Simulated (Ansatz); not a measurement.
# Calculations on AlH5SO

## 1. Relaxation

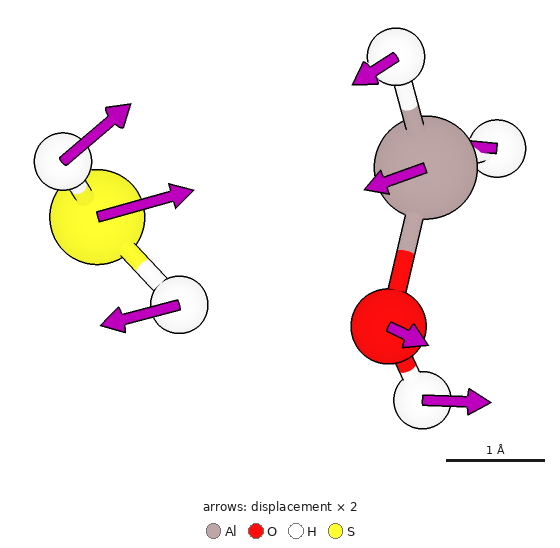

A relaxation of AlH₅SO. The starting structure is drawn; purple arrows show the displacements, 2 times their true length. The two geometries are superimposed by the best rigid fit.

The picture is a ball-and-stick view, seen face on.

The run prepares an end point of a later path (reaction) calculation, from a guessed geometry.

The calculation used RKS BHLYP-D4/def2-TZVP in Ansatz 0.2.0. Set-up: no spin polarisation; force threshold 0.03 eV/Å; at most 50 steps.

### What did the optimiser do to the structure, and how much energy did it gain?

Over 8 geometry steps the energy falls by 27.6 kJ/mol. The largest force component goes from 1.1 to 0.015 eV/Å. The atom that moves furthest after the best rigid fit is the S atom (0.52 Å). Largest moves by element: S 0.52 Å, H 0.49 Å, Al 0.34 Å, O 0.23 Å. Near-neighbour distances that change, for instance: Al–S 3.453 → 2.628 Å, H–S 1.373 → 1.333 Å, Al–O 1.745 → 1.708 Å, Al–H 1.561 → 1.573 Å. New bonds form, among them: Al–S (3.45 → 2.63 Å). Bond angles that change, for instance: H–Al–H 125.4° → 121.6°, Al–O–H 121.2° → 123.7°. Cost: 14 s on 4 threads of Arm Neoverse V1, on a shared host, peak memory 0.28 GiB.

Limits of the set-up: the start holds two separate molecules, 2.2 Å apart at their closest, whose relative position is a soft coordinate.

## 2. Relaxation

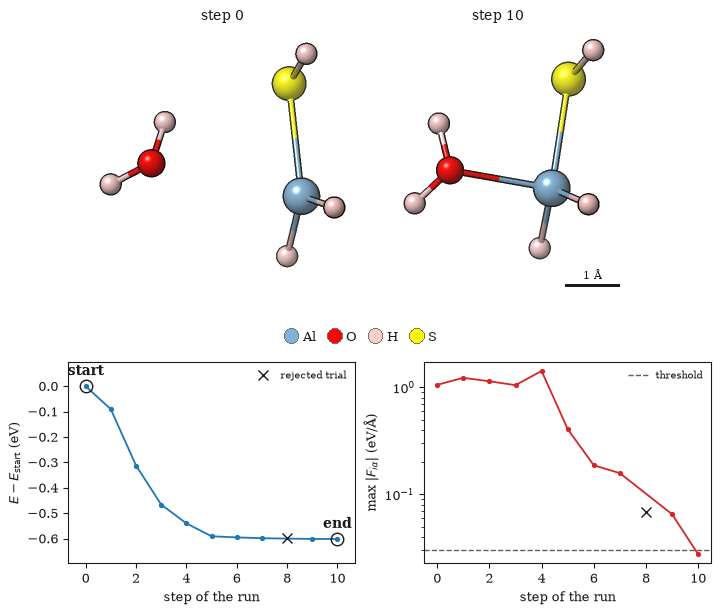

First and last geometry of a relaxation of AlH5SO, with the history of the run. A ball-and-stick model, seen face on.

The run prepares an end point of a later path (reaction) calculation, from a guessed geometry.

Level of theory: RKS BHLYP-D4/def2-TZVP (Ansatz 0.2.0). Set-up: no spin polarisation; force threshold 0.03 eV/Å; at most 50 steps.

**Read the history and describe the run.**

It converged. The energy falls by 0.602 eV in 9 accepted moves (10 points after the start). Largest force component: 1.1 eV/Å at the start, 0.028 eV/Å at the end. The line search rejected the trial step at point 8 of the run. The largest move after the best rigid fit is that of an H atom, 0.65 Å. By element the largest moves are H 0.65 Å, Al 0.50 Å, O 0.48 Å, S 0.12 Å. Among the contacts that change: Al–O 2.967 → 1.994 Å, H–O 0.977 → 0.960 Å, Al–H 1.561 → 1.577 Å, Al–S 2.244 → 2.238 Å. New bonds form, among them: Al–O (2.97 → 1.99 Å). Bond angles that change, for instance: H–Al–H 125.7° → 122.1°, H–O–H 107.1° → 109.3°. The run took 17 s on 4 threads of Arm Neoverse V1 (shared host), peak memory 0.28 GiB.

```json
{"step": "0", "E − E(0), eV": "0.0000", "largest force component, eV/Å": "1.0580", "note": ""}
{"step": "1", "E − E(0), eV": "-0.0908", "largest force component, eV/Å": "1.2311", "note": ""}
{"step": "2", "E − E(0), eV": "-0.3123", "largest force component, eV/Å": "1.1417", "note": ""}
{"step": "3", "E − E(0), eV": "-0.4661", "largest force component, eV/Å": "1.0509", "note": ""}
{"step": "4", "E − E(0), eV": "-0.5400", "largest force component, eV/Å": "1.4277", "note": ""}
{"step": "5", "E − E(0), eV": "-0.5909", "largest force component, eV/Å": "0.4077", "note": ""}
{"step": "6", "E − E(0), eV": "-0.5953", "largest force component, eV/Å": "0.1872", "note": ""}
{"step": "7", "E − E(0), eV": "-0.5985", "largest force component, eV/Å": "0.1578", "note": ""}
{"step": "8", "E − E(0), eV": "-0.5969", "largest force component, eV/Å": "0.0684", "note": "rejected"}
{"step": "9", "E − E(0), eV": "-0.6013", "largest force component, eV/Å": "0.0652", "note": ""}
{"step": "10", "E − E(0), eV": "-0.6016", "largest force component, eV/Å": "0.0275", "note": ""}
```

Limits of the set-up: the start holds two separate molecules, 2.6 Å apart at their closest, whose relative position is a soft coordinate.

## 3. Path

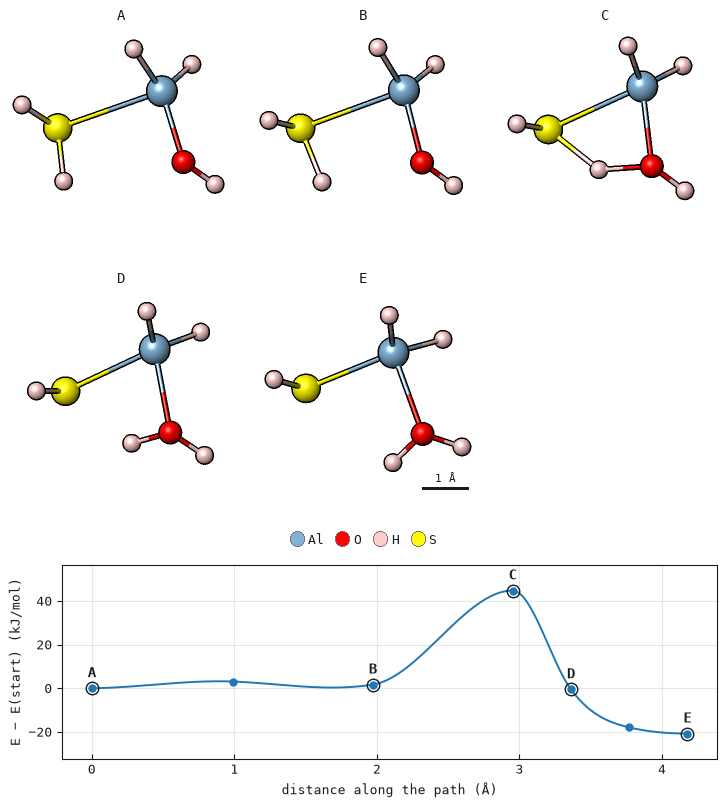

A nudged-elastic-band calculation for AlH$_{5}$SO. Images are numbered from 0 (start) to 6 (end). Frames A to E are images 0, 2, 3, 4, 6. Style: ball-and-stick. Shown face on.

Theory: Ansatz, RKS BHLYP-D4/def2-TZVP. Settings: 5 movable images; climbing image; force threshold 0.05 eV/Å; iteration limit 60; starting path through a guess of the saddle point.

Describe the mechanism and the energy profile.

Answer. The energy climbs by 44.8 kJ/mol to image 3 and then falls by 65.6 kJ/mol, so the end point sits at −20.8 kJ/mol. The path has more than one stage, and so few images may leave a stage unresolved. Breaking: H–S (1.33 → 2.75 Å). Forming: H–O (2.81 → 0.96 Å). The band converged in 21 iterations. The largest component of the band force went from 10 to 0.042 eV/Å. The climbing image converged on the top of the path. Its vibrational analysis gives one imaginary mode (1200i cm⁻¹), as a transition state must have.

Cost: 2.4 min on 4 threads of Arm Neoverse V1, on a shared host, peak memory 0.29 GiB.
